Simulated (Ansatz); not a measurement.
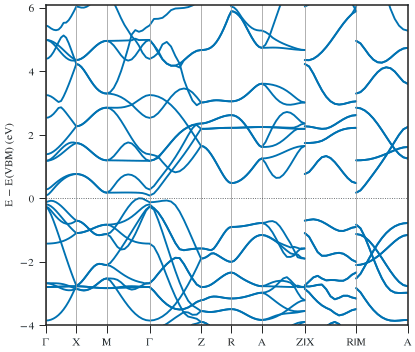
Band structure from the program Ansatz at the PBE level (PAW)

Read off the gap and where the band edges lie.

About 0.1 eV (0.08 eV by a search for the band edges); maximum on the M–Γ line, 78 % of the way from M, minimum at Γ.

The material is ZrSe2 (rutile, P4_2/mnm).

The cell is a constructed one: a structure type filled with these elements; neither database checked (COD, Materials Project) lists it. COD files the formula under space group No. 164, so this cell is another polymorph or a model. Whether it is the stable phase at ambient conditions was not checked. The PBE relaxation kept the symmetry of its start; its stability against distortions is not shown here. No spin polarisation was allowed. Scalar-relativistic: spin–orbit coupling is off unless named, which matters more the heavier the elements.

Potentials: the later of the program's two PAW sets.
